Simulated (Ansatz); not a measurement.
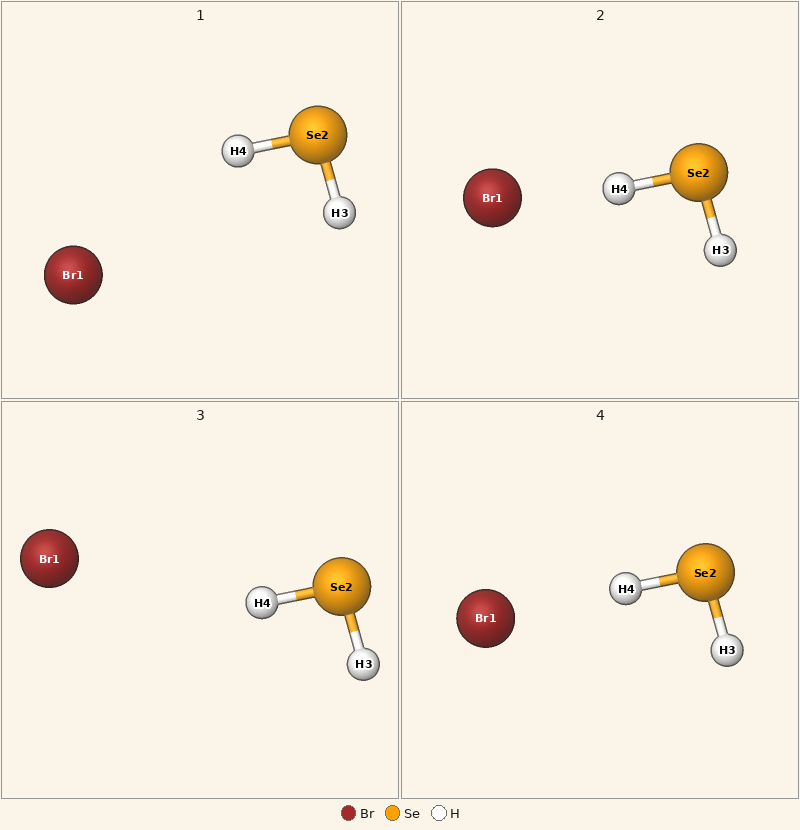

The pair Br···H₂Se, charge −1. Coordinates scanned: (1) separation of Se2 and Br1 along their line in the relaxed pair; (2) sideways slip of Br1. Nothing is relaxed (both partners rigid). The scan uses a 15 × 15 grid. Points are written as (first, second). Energies are in cm⁻¹, from the lowest grid point. The calculation used RHF/def2-TZVPD in Ansatz.

The numbered pictures are structures from this grid.

Rank them by energy, lowest first.

4, at (4.053 Å, 0.000 Å): 0 cm⁻¹; 2, at (3.738 Å, 0.314 Å): 422 cm⁻¹; 1, at (4.838 Å, −1.571 Å): 861 cm⁻¹; 3, at (5.061 Å, 1.571 Å): 1092 cm⁻¹.

The map, with the structures marked:

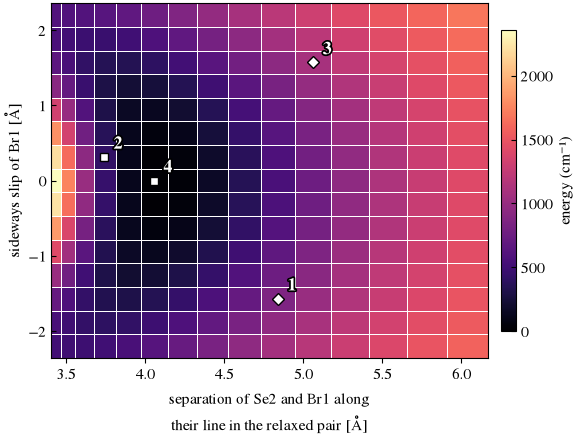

Drawn: one coloured cell a grid point.
